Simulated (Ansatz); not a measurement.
System (SMILES): [SiH4] (SiH4).
Atoms: Si1, H2, H3, H4, H5. Bonds: Si1-H2, Si1-H3, Si1-H4, Si1-H5.

Basis-set convergence of the optimised Si1-H2 bond length at B3LYP with Ansatz (a program for electronic structure). All functions are spherical. The program fits the integrals of some runs and decomposes those of others, by size. No added dispersion term, no relativity. Reference: the value in def2-QZVPPD, 1.4790 Å, itself unsure by roughly 0.0003 Å (its mean distance from pcseg-3, def2-QZVPP, cc-pV(Q+d)Z). Deviations are taken from unrounded values.

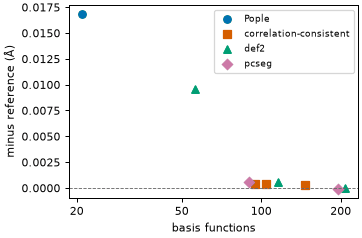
Fig. 1. Deviation from the reference against the number of basis functions, by family of sets.

| basis | functions | optimised Si1-H2 bond length (Å) | minus reference (Å) |
|---|---|---|---|
| 3-21G | 21 | 1.4959 | 0.0168 |
| def2-SVPD | 56 | 1.4886 | 0.0096 |
| pcseg-2 | 90 | 1.4796 | 0.0006 |
| cc-pV(T+d)Z | 95 | 1.4794 | 0.0003 |
| jun-cc-pV(T+d)Z | 104 | 1.4794 | 0.0004 |
| def2-TZVPPD | 116 | 1.4796 | 0.0006 |
| aug-cc-pV(T+d)Z | 147 | 1.4793 | 0.0003 |
| pcseg-3 | 196 | 1.4789 | -0.0001 |
| def2-QZVPPD | 208 | 1.4790 | 0.0000 |
